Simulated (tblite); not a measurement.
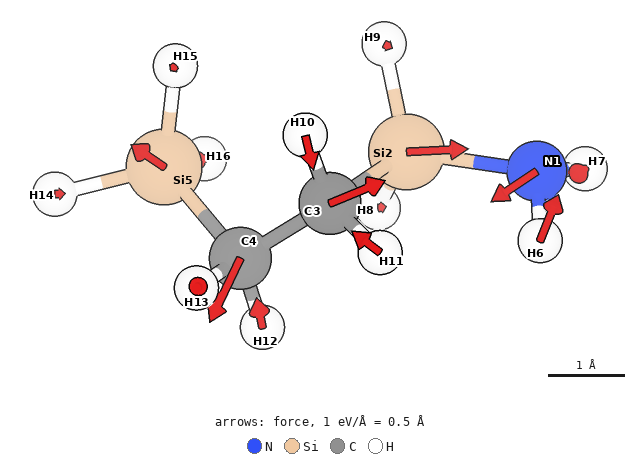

Starting geometry of C₂H₁₁NSi₂ with the computed forces as red arrows. Style: ball-and-stick. Shown from a free direction.

Computed with tblite 0.8.0, GFN2-xTB geometry optimisation, gas phase. 

Is this structure relaxed? If not, where do the atoms go?

Answer. It isn't relaxed: the largest force vector, on C4, is 1.99 eV/Å. The final displacements have little in common with the starting forces (cosine between the two patterns 0.16). After 106 geometry steps the energy has fallen by 12.4 kcal/mol. The largest move after the best rigid fit is that of H8, 0.83 Å. Largest moves by element: H 0.83 Å, Si 0.44 Å, C 0.19 Å, N 0.14 Å. Some distances before and after: Si2–Si5 3.200 → 3.679 Å, N1–Si2 1.794 → 1.725 Å, C3–C4 1.483 → 1.528 Å, N1–H6 1.051 → 1.007 Å. Bond angles that change, for instance: Si2–N1–H6 106.8° → 119.4°, N1–Si2–H9 111.7° → 104.5°, C3–C4–Si5 108.0° → 115.1°. Groups turn about Si2–C3 by about 25°, C4–Si5 by about 25°.
